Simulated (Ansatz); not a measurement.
## Electronic structure of FH$_{5}$NSi$_{2}$ (charge +1) in real space

Input

```
crystal:
  periodic: [false, false, false]
  atoms:
    - symbol: F
      position_ang: [-2.446372, 1.741244, -0.939142]
    - symbol: N
      position_ang: [-0.298928, 0.525810, -1.843865]
    - symbol: Si
      position_ang: [-1.874109, 1.271330, -2.377143]
    - symbol: Si
      position_ang: [0.286327, 0.412448, -0.294700]
    - symbol: H
      position_ang: [-2.698561, 0.203554, -2.967972]
    - symbol: H
      position_ang: [-1.556401, 2.422651, -3.238807]
    - symbol: H
      position_ang: [0.289533, 0.133359, -2.586919]
    - symbol: H
      position_ang: [-0.518346, 0.959241, 0.806393]
    - symbol: H
      position_ang: [1.593908, -0.236212, -0.100736]
basis:
  gaussian:
    orbitals: def2-TZVPD
total_charge: 1
hamiltonian:
  xc: pbe0
output: {forces: true, orbitals: {seedname: orbitals}}
```

Launched as:

```sh
ansatz run input.yaml --threads 1 --pin off --max-ram 2610MiB --events-out events.jsonl --progress --plain --runs-dir runs
```

Geometry: B3LYP-D3(BJ)/def2-SVP.

All numbers below come from isolated molecule in a Gaussian basis; Kohn-Sham density functional theory, functional PBE0 in Ansatz.

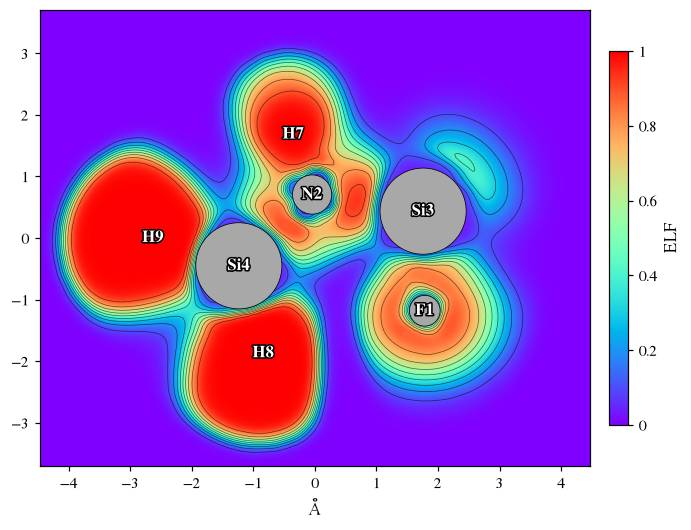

Figure 1. Electron localisation function on the plane of atoms Si3, N2 and H7. Grey discs cover the atomic cores.

Q: What do the fields say about this system?

A: Atoms in the plane: F, N, Si and H. Si–F (1.62 Å): the ELF peaks at about 0.85 in the valence shell of F, 0.6 Å from its nucleus, and is about 0.50 at the midpoint. Si–N (1.66 Å): the ELF peaks at about 0.90 between the atoms, as expected for a polar covalent bond. N–H (1.03 Å): the ELF climbs to about 1 towards the hydrogen, as it does in any bond to H: a covalent bond by its length. Si–N (1.82 Å): the ELF peaks at about 0.95 between the atoms; a shared but strongly polarised pair. Si–H (1.47 Å): the ELF climbs to about 1 towards the hydrogen. The ELF also peaks beside F1, away from the bonds: lone-pair regions.

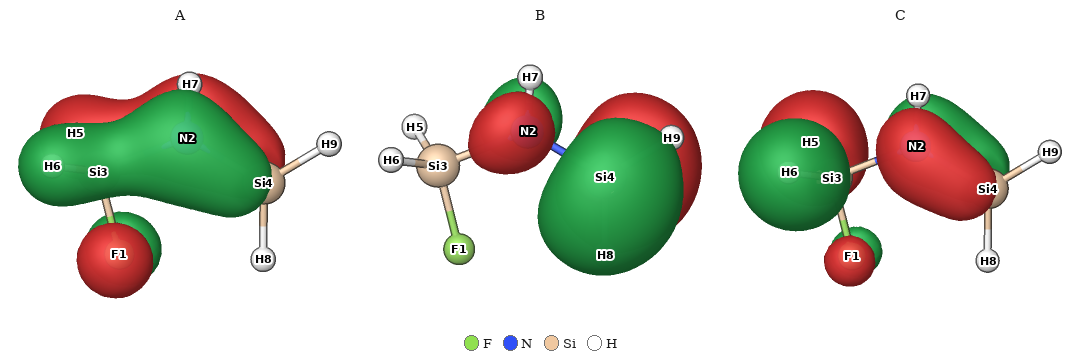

Figure 2. Three frontier orbitals at ±0.1 Å⁻³ᐟ² (green and red are the two phases), in no order.

Q: Which picture is the HOMO−1, the HOMO and the LUMO?

A: A is the HOMO−1 (−15.42 eV). It lies mainly on N2 (about 40 %), F1 (about 15 %), Si3 (about 15 %) and Si4 (about 10 %). C is the HOMO (−14.03 eV). It lies mainly on Si3 (about 25 %), N2 (about 20 %), H6 (about 20 %), H5 (about 20 %) and Si4 (about 10 %). B is the LUMO (−7.91 eV). It lies mainly on Si4 (about 70 %) and N2 (about 15 %).

Q: What is the HOMO–LUMO gap?

A: 6.12 eV between the orbital energies.
